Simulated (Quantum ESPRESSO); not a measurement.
# CH2 on Zr(0001), fcc start, 2x2 cell: photoemission fingerprints, part 3 of 7

What would XPS and UPS show for CH2 on Zr(0001), fcc start, 2x2 cell?

Quantum ESPRESSO 7.5; DFT, PBE, plane waves, ultrasoft GBRV pseudopotentials, scalar-relativistic.

So far, work function, upper face (eV): step 2 (the clean face: planar potential) 4.16.

### Step 5. Self-consistent run

First the self-consistent run; potential, DOS and bands follow from it in later steps.

Input file scf.in:

```
&control
  calculation = 'scf'
  prefix = 'pes'
  outdir = './tmp'
  pseudo_dir = './pp'
  tprnfor = .true.
  tefield = .true.
  dipfield = .true.
/
&system
  ibrav = 0
  nat = 19
  ntyp = 3
  ecutwfc = 40.0
  ecutrho = 200.0
  occupations = 'smearing'
  nbnd = 124
  smearing = 'fd'
  degauss = 0.00367
  edir = 3
  emaxpos = 0.98
  eopreg = 0.04
  eamp = 0.0
/
&electrons
  conv_thr = 1.1e-07
  mixing_beta = 0.3
  electron_maxstep = 120
  mixing_mode = 'local-TF'
/
ATOMIC_SPECIES
H 1.0080 h_pbe_v1.4.uspp.F.UPF
C 12.0110 c_pbe_v1.2.uspp.F.UPF
Zr 91.2240 zr_pbe_v1.uspp.F.UPF
CELL_PARAMETERS angstrom
 6.460000090 0.000000000 0.000000000
 3.230000050 5.594521580 0.000000000
 0.000000000 0.000000000 24.525002750
ATOMIC_POSITIONS crystal
H 0.305646680 0.169283660 0.698796760
H 0.027334410 0.169739650 0.698938610
C 0.176375650 0.149301050 0.671649000
Zr 0.001625400 -0.002717400 0.619157260
Zr 0.502271880 -0.003026230 0.618968710
Zr -0.006444370 0.513178210 0.617316830
Zr 0.499547160 0.501178920 0.617011830
Zr 0.834123710 0.332928200 0.519464500
Zr 0.332814920 0.333007480 0.519411740
Zr 0.831835550 0.836654450 0.516527830
Zr 0.332763410 0.834293210 0.519001320
Zr 0.000000000 0.000000000 0.411213050
Zr 0.500000000 0.000000000 0.411213050
Zr 0.000000000 0.500000000 0.411213050
Zr 0.500000000 0.500000000 0.411213050
Zr 0.833333330 0.333333330 0.305810400
Zr 0.333333330 0.333333330 0.305810400
Zr 0.833333330 0.833333330 0.305810400
Zr 0.333333330 0.833333330 0.305810400
K_POINTS automatic
6 6 1 0 0 0
```

Run with:

```sh
$ OMP_NUM_THREADS=1 mpirun -n 8 pw.x -nk 4 -in scf.in > scf.out
```

The program printed:

```text
[banner, memory and clock lines left out]
Program PWSCF v.7.5 starts

          URL

     Presently no symmetry can be used with electric field

     bravais-lattice index     =            0
     lattice parameter (alat)  =      12.2076  a.u.
     unit-cell volume          =    5981.3765 (a.u.)^3
     number of atoms/cell      =           19
     number of atomic types    =            3
     number of electrons       =       198.00
     number of Kohn-Sham states=          124
     kinetic-energy cutoff     =      40.0000  Ry
     charge density cutoff     =     200.0000  Ry
     scf convergence threshold =      1.1E-07
     mixing beta               =       0.3000
     number of iterations used =            8  local-TF  mixing
     Exchange-correlation= SLA  PW   PBE  PBE
                           (   1   4   3   4   0   0   0)

     celldm(1)=  12.207631  celldm(2)=   0.000000  celldm(3)=   0.000000
     celldm(4)=   0.000000  celldm(5)=   0.000000  celldm(6)=   0.000000

     crystal axes: (cart. coord. in units of alat)
               a(1) = (   1.000000   0.000000   0.000000 )
               a(2) = (   0.500000   0.866025   0.000000 )
               a(3) = (   0.000000   0.000000   3.796440 )

     reciprocal axes: (cart. coord. in units 2 pi/alat)
               b(1) = (  1.000000 -0.577351  0.000000 )
               b(2) = (  0.000000  1.154701  0.000000 )
               b(3) = (  0.000000  0.000000  0.263405 )

     PseudoPot. # 1 for H  read from file:
     ./pp/h_pbe_v1.4.uspp.F.UPF
     Pseudo is Ultrasoft, Zval =  1.0
     Generated by new atomic code, or converted to UPF format
     Using radial grid of  615 points,  2 beta functions with:
                l(1) =   0
                l(2) =   0
     Q(r) pseudized with  8 coefficients,  rinner =    0.700

     PseudoPot. # 2 for C  read from file:
     ./pp/c_pbe_v1.2.uspp.F.UPF
     Pseudo is Ultrasoft + core correction, Zval =  4.0
     Generated by new atomic code, or converted to UPF format
     Using radial grid of  721 points,  4 beta functions with:
                l(1) =   0
                l(2) =   0
                l(3) =   1
                l(4) =   1
     Q(r) pseudized with  8 coefficients,  rinner =    1.100   1.100   1.100

     PseudoPot. # 3 for Zr read from file:
     ./pp/zr_pbe_v1.uspp.F.UPF
     Pseudo is Ultrasoft + core correction, Zval = 12.0
     Generated by new atomic code, or converted to UPF format
     Using radial grid of  887 points,  6 beta functions with:
                l(1) =   0
                l(2) =   0
                l(3) =   1
                l(4) =   1
                l(5) =   2
                l(6) =   2
     Q(r) pseudized with  6 coefficients,  rinner =    1.200   1.200   1.200
                                                       1.200   1.200

     atomic species   valence    mass     pseudopotential
     H                 1.00     1.00800     H ( 1.00)
     C                 4.00    12.01100     C ( 1.00)
     Zr               12.00    91.22400     Zr( 1.00)

     No symmetry found

   Cartesian axes

     site n.     atom                  positions (alat units)
         1        H      tau(   1) = (   0.3902885   0.1466039   2.6529400  )
         2        H      tau(   2) = (   0.1122042   0.1469988   2.6534785  )
         3        C      tau(   3) = (   0.2510262   0.1292984   2.5498751  )
         4        Zr     tau(   4) = (   0.0002667  -0.0023533   2.3505934  )
         5        Zr     tau(   5) = (   0.5007588  -0.0026208   2.3498776  )
         6        Zr     tau(   6) = (   0.2501447   0.4444252   2.3436063  )
         7        Zr     tau(   7) = (   0.7501366   0.4340335   2.3424484  )
         8        Zr     tau(   8) = (   1.0005878   0.2883241   1.9721158  )
         9        Zr     tau(   9) = (   0.4993187   0.2883928   1.9719155  )
        10        Zr     tau(  10) = (   1.2501628   0.7245637   1.9609669  )
        11        Zr     tau(  11) = (   0.7499100   0.7225188   1.9703574  )
        12        Zr     tau(  12) = (   0.0000000   0.0000000   1.5611457  )
        13        Zr     tau(  13) = (   0.5000000   0.0000000   1.5611457  )
        14        Zr     tau(  14) = (   0.2500000   0.4330125   1.5611457  )
        15        Zr     tau(  15) = (   0.7500000   0.4330125   1.5611457  )
        16        Zr     tau(  16) = (   1.0000000   0.2886750   1.1609908  )
        17        Zr     tau(  17) = (   0.5000000   0.2886750   1.1609908  )
        18        Zr     tau(  18) = (   1.2500000   0.7216875   1.1609908  )
        19        Zr     tau(  19) = (   0.7500000   0.7216875   1.1609908  )

     number of k points=    20  Fermi-Dirac smearing, width (Ry)=  0.0037
                       cart. coord. in units 2pi/alat
        k(    1) = (   0.0000000   0.0000000   0.0000000), wk =   0.0555556
        k(    2) = (   0.0000000   0.1924502   0.0000000), wk =   0.1111111
        k(    3) = (   0.0000000   0.3849004   0.0000000), wk =   0.1111111
        k(    4) = (   0.0000000  -0.5773505   0.0000000), wk =   0.0555556
        k(    5) = (   0.1666667  -0.0962251   0.0000000), wk =   0.1111111
        k(    6) = (   0.1666667   0.0962251   0.0000000), wk =   0.1111111
        k(    7) = (   0.1666667   0.2886753   0.0000000), wk =   0.1111111
        k(    8) = (   0.1666667  -0.6735756   0.0000000), wk =   0.1111111
        k(    9) = (   0.1666667  -0.4811254   0.0000000), wk =   0.1111111
        k(   10) = (   0.1666667  -0.2886753   0.0000000), wk =   0.1111111
        k(   11) = (   0.3333333  -0.1924502   0.0000000), wk =   0.1111111
        k(   12) = (   0.3333333  -0.0000000   0.0000000), wk =   0.1111111
        k(   13) = (   0.3333333   0.1924502   0.0000000), wk =   0.1111111
        k(   14) = (   0.3333333  -0.7698007   0.0000000), wk =   0.1111111
        k(   15) = (   0.3333333  -0.5773505   0.0000000), wk =   0.1111111
        k(   16) = (   0.3333333  -0.3849004   0.0000000), wk =   0.1111111
        k(   17) = (  -0.5000000   0.2886753   0.0000000), wk =   0.0555556
        k(   18) = (  -0.5000000   0.4811254   0.0000000), wk =   0.1111111
        k(   19) = (  -0.5000000   0.6735756   0.0000000), wk =   0.1111111
        k(   20) = (  -0.5000000  -0.2886753   0.0000000), wk =   0.0555556

     Dense  grid:   285725 G-vectors     FFT dimensions: (  60,  60, 216)

     Smooth grid:   204673 G-vectors     FFT dimensions: (  50,  50, 192)

     Check: negative core charge=   -0.000001

     Initial potential from superposition of free atoms

     starting charge     197.9656, renormalised to     198.0000

[...]
Total length         44.4917 bohr

     total energy              =   -1599.80622530 Ry
     estimated scf accuracy    <       0.00000422 Ry

     iteration # 26     ecut=    40.00 Ry     beta= 0.30
     Davidson diagonalization with overlap
     ethr =  9.85E-10,  avg # of iterations =  2.0

     negative rho (up, down):  9.683E-01 0.000E+00

     Adding external electric field

     Computed dipole along edir(3) :
        Dipole                0.1745 Ry au,          0.4435 Debye
        Dipole field          0.0004 Ry au,

        Potential amp.       -0.0326 Ry
        Total length         44.4917 bohr

     total energy              =   -1599.80622537 Ry
     estimated scf accuracy    <       0.00000026 Ry

     iteration # 27     ecut=    40.00 Ry     beta= 0.30
     Davidson diagonalization with overlap
     ethr =  1.33E-10,  avg # of iterations =  3.2

     negative rho (up, down):  9.683E-01 0.000E+00

     Adding external electric field

     Computed dipole along edir(3) :
        Dipole                0.1720 Ry au,          0.4373 Debye
        Dipole field          0.0004 Ry au,

        Potential amp.       -0.0322 Ry
        Total length         44.4917 bohr

     End of self-consistent calculation

          k = 0.0000 0.0000 0.0000 ( 25605 PWs)   bands (ev):

   -45.1501 -45.0661 -45.0634 -45.0607 -45.0175 -44.8991 -44.8526 -44.8113
   -44.8054 -44.7247 -44.7186 -44.7167 -44.6515 -44.5907 -44.5905 -44.5398
   -23.4737 -23.4691 -23.4662 -23.4250 -23.3871 -23.3823 -23.3517 -23.3474
   -23.3178 -23.3145 -23.2991 -23.2518 -23.2017 -23.1948 -23.0493 -23.0408
   -23.0403 -22.9388 -22.9384 -22.9342 -22.9095 -22.9080 -22.8804 -22.8492
   -22.8176 -22.7947 -22.7739 -22.7736 -22.7698 -22.6932 -22.6791 -22.6782
   -22.6407 -22.6372 -22.6286 -22.5929 -22.5893 -22.5575 -22.5566 -22.5239
   -22.4769 -22.4766 -22.4642 -22.4625 -22.4590 -22.4494 -22.3242 -22.3202
    -8.7390  -3.1369  -1.3621  -0.8771  -0.1830   0.5867   0.6950   0.9649
     1.1806   1.1850   1.2040   1.3062   1.3360   1.3696   1.4940   1.5307
     1.5678   1.7251   1.9975   2.1468   2.2899   2.3191   2.5868   2.7277
     2.7743   3.0552   3.2076   3.3228   3.4533   3.7857   3.9851   4.0797
     4.2145   4.2574   4.4478   4.5755   4.5848   4.6868   4.7321   4.7553
     4.7639   4.7661   4.7964   4.8131   4.8235   4.8888   4.9778   5.0546
     5.2206   5.2225   5.2286   5.2495   5.3273   5.3501   5.4542   5.4772
     5.5410   5.6059   5.6961   5.7113

          k = 0.0000 0.1925 0.0000 ( 25569 PWs)   bands (ev):

   -45.1444 -45.0692 -45.0661 -45.0608 -45.0146 -44.8996 -44.8526 -44.8130
[...]
5.4392   5.5120   5.5939   5.6250

          k = 0.0000 0.3849 0.0000 ( 25521 PWs)   bands (ev):

[...]
5.4840   5.4846   5.5358   5.6565

          k = 0.0000-0.5774 0.0000 ( 25570 PWs)   bands (ev):

[...]
5.3923   5.5898   5.6321   5.8285

          k = 0.1667-0.0962 0.0000 ( 25569 PWs)   bands (ev):

[...]
5.4359   5.5021   5.5596   5.6619

          k = 0.1667 0.0962 0.0000 ( 25569 PWs)   bands (ev):

[...]
5.4369   5.4997   5.5599   5.6624

          k = 0.1667 0.2887 0.0000 ( 25550 PWs)   bands (ev):

[...]
5.3657   5.4987   5.5149   5.6268

          k = 0.1667-0.6736 0.0000 ( 25550 PWs)   bands (ev):

[...]
5.5244   5.5942   5.6405   5.7407

          k = 0.1667-0.4811 0.0000 ( 25550 PWs)   bands (ev):

[...]
5.5247   5.5933   5.6403   5.7401

          k = 0.1667-0.2887 0.0000 ( 25550 PWs)   bands (ev):

[...]
5.3653   5.4995   5.5142   5.6271

          k = 0.3333-0.1925 0.0000 ( 25521 PWs)   bands (ev):

[...]
5.4704   5.4925   5.5049   5.5666

          k = 0.3333-0.0000 0.0000 ( 25550 PWs)   bands (ev):

[...]
5.3800   5.4336   5.5116   5.6182

          k = 0.3333 0.1925 0.0000 ( 25521 PWs)   bands (ev):

[...]
5.4702   5.4928   5.5039   5.5661

          k = 0.3333-0.7698 0.0000 ( 25550 PWs)   bands (ev):

[...]
5.5249   5.6051   5.6417   5.8051

          k = 0.3333-0.5774 0.0000 ( 25572 PWs)   bands (ev):

[...]
5.5341   5.7384   5.7503   5.7697

          k = 0.3333-0.3849 0.0000 ( 25550 PWs)   bands (ev):

[...]
5.5250   5.6037   5.6415   5.8040

          k =-0.5000 0.2887 0.0000 ( 25570 PWs)   bands (ev):

[...]
5.4354   5.5998   5.7141   5.8380

          k =-0.5000 0.4811 0.0000 ( 25550 PWs)   bands (ev):

[...]
5.5114   5.5938   5.6390   5.7793

          k =-0.5000 0.6736 0.0000 ( 25550 PWs)   bands (ev):

[...]
5.5112   5.5943   5.6393   5.7796

          k =-0.5000-0.2887 0.0000 ( 25570 PWs)   bands (ev):

[...]
-22.5517 -22.5435 -22.5235 -22.5126 -22.4788 -22.4455 -22.4093 -22.3744
    -8.7143  -3.1733  -0.5211   0.1503   0.1975   0.7814   0.9604   1.2042
     1.7154   1.8422   1.8830   1.9070   1.9762   1.9962   2.0333   2.0875
     2.1166   2.2931   2.6620   2.7025   2.8574   2.8666   2.8973   2.9391
     2.9978   3.1148   3.2153   3.2616   3.2669   3.2938   3.3212   3.4303
     3.5826   3.5987   3.7165   3.7337   3.8134   3.8909   3.9298   4.0874
     4.1358   4.1421   4.2088   4.2791   4.3360   4.5518   4.6412   4.6722
     4.6942   4.7614   4.9515   4.9958   5.1567   5.2462   5.3118   5.3445
     5.4351   5.5999   5.7134   5.8372

     the Fermi energy is     3.9056 ev

!    total energy              =   -1599.80622532 Ry
     estimated scf accuracy    <       0.00000004 Ry
     smearing contrib. (-TS)   =      -0.01585271 Ry
     internal energy E=F+TS    =   -1599.79037260 Ry

     The total energy is F=E-TS. E is the sum of the following terms:
     one-electron contribution =  -10106.09869054 Ry
     hartree contribution      =    5057.07956243 Ry
     xc contribution           =    -288.80074881 Ry
     ewald contribution        =    3738.02944213 Ry
     electric field correction =       0.00006219 Ry

     convergence has been achieved in  27 iterations

     negative rho (up, down):  9.683E-01 0.000E+00

     Forces acting on atoms (cartesian axes, Ry/au):

     atom    1 type  1   force =    -0.00339709   -0.00131203    0.00609246
     atom    2 type  1   force =     0.00349082   -0.00134796    0.00601533
     atom    3 type  2   force =    -0.00037411   -0.00010834    0.00310385
     atom    4 type  3   force =     0.00416729    0.00447950    0.00555673
     atom    5 type  3   force =    -0.00457545    0.00494074    0.00592137
     atom    6 type  3   force =     0.00038915   -0.01230118    0.00208871
     atom    7 type  3   force =     0.00002657    0.00002386   -0.00044438
     atom    8 type  3   force =     0.00136316    0.00067312   -0.00390558
     atom    9 type  3   force =    -0.00134827    0.00063373   -0.00394430
     atom   10 type  3   force =     0.00014218    0.00368358   -0.00218008
     atom   11 type  3   force =     0.00003995    0.00105100   -0.00459471
     atom   12 type  3   force =     0.00111814    0.00091437   -0.02427596
     atom   13 type  3   force =    -0.00104563    0.00087721   -0.02443179
     atom   14 type  3   force =    -0.00000601   -0.00180353   -0.02521900
     atom   15 type  3   force =     0.00002750   -0.00070145   -0.02107518
     atom   16 type  3   force =     0.00005775    0.00071802    0.02081269
     atom   17 type  3   force =    -0.00005812    0.00072332    0.02081367
     atom   18 type  3   force =    -0.00000865   -0.00064296    0.01954015
     atom   19 type  3   force =    -0.00000918   -0.00050102    0.02012601

     Total force =     0.066483     Total SCF correction =     0.001208

     XML data file, charge density, pseudopotentials, collected wavefunctions

                                        0.00s GPU  (     489 calls)
```

Wall time 9.6 min (8 MPI ranks of Arm Neoverse V2, shared host).

Numbers from this step:

| Item | Value |
| --- | --- |
| free energy | -21766.4726 eV |
| Fermi energy | 3.906 eV |

### Step 6. Planar potential and vacuum level

pp.x writes the bare plus Hartree potential and average.x takes its planar mean, whose flat part in the vacuum is the vacuum level.

Input file pp.in:

```
&inputpp
  prefix = 'pes'
  outdir = './tmp'
  filplot = 'v.dat'
  plot_num = 11
/
```

Input file average.in:

```
1
v.dat
1.0
400
3
3.779
```

Run with:

```sh
$ OMP_NUM_THREADS=1 pp.x -in pp.in > pp.out
$ OMP_NUM_THREADS=1 average.x < average.in > average.out
```

The program printed:

```text
[banner, memory and clock lines left out]
Program POST-PROC v.7.5 starts

          URL

     ./tmp/pes.save/

     IMPORTANT: XC functional enforced from input :
     Exchange-correlation= PBE
                           (   1   4   3   4   0   0   0)
     Any further DFT definition will be discarded
     Please, verify this is what you really want

     G-vector sticks info

     Check: negative core charge=   -0.000001

     negative rho (up, down):  9.683E-01 0.000E+00

     Adding external electric field

     Computed dipole along edir(3) :
        Dipole                0.1720 Ry au,          0.4373 Debye
        Dipole field          0.0004 Ry au,

        Potential amp.       -0.0322 Ry
        Total length         44.4917 bohr

     Calling punch_plot, plot_num =  11

     Adding external electric field

     Computed dipole along edir(3) :
        Dipole                0.1720 Ry au,          0.4373 Debye
        Dipole field          0.0004 Ry au,

        Potential amp.       -0.0322 Ry
        Total length         44.4917 bohr

     Writing data to file  v.dat
     Message from routine chdens:
     namelist plot not found or invalid, exiting
```

It took 3.4 s on 1 MPI rank.

This step gave:

| Property | Result |
| --- | --- |
| work function, upper face | 3.724 eV |
| work function, lower face | 4.179 eV |

The planar mean, electrostatic potential oscillates, so the rows of the table below give means over windows of 2 Å about each position, cut where the curve ends. Its maxima inside the range that stand out by 2 % of the span (Å: eV): 8.8: -0.0659, 11.4: 0.0118, 13.9: -0.932. Its minima: 7.5: -26.8, 10.1: -26.6, 12.7: -26.4, 15.1: -26.6.

From the Fermi level. Table of planar mean, electrostatic potential by z; means over each step:

```csv
z (Å),"planar mean, electrostatic potential (eV)"
0,4.12
2,4.18
4,4.12
6,0.0277
8,-12.6
10,-13.9
12,-10.7
14,-8.66
16,-9.68
18,3.11
20,3.72
22,3.72
24,3.75
```

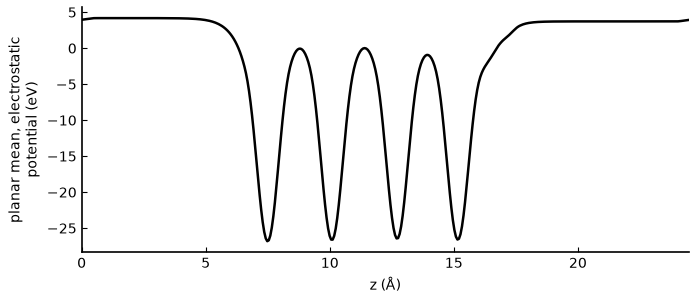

Planar mean, electrostatic potential against z.

[end of part 3 of 7]

[Logs are printed without paths, hosts, clocks, repeated set-up lines and the standing remarks that a program may print on its own settings, such as how far it seeks lower states.]

[Hosts, paths, dates, database ids (printed as entryN), source tags and the programs' standing remarks are cut or masked in the printed files.]

[Maps of the electrostatic potential energy from Ansatz leave out the sawtooth potential of an applied field or a dipole correction, so their vacuum need not be flat; work functions include it.]
